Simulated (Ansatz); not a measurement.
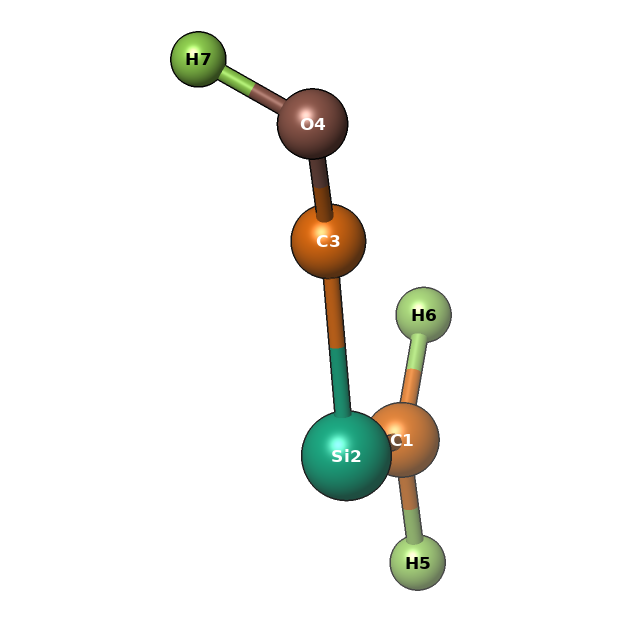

Figure made from data computed with Ansatz.

C1 lies behind Si2. The molecule seen a little off the Si2–C1 bond, Si2 in front. Depth is shown by fading: the farther an atom, the more it takes the colour of the background. The species is neutral and a spin doublet. Geometry: moved along internal coordinates away from the minimum.

What is the torsion angle C3–Si2–C1–H5? The sign is positive where the front bond must turn clockwise to cover the back bond.

180°, antiperiplanar (anti).
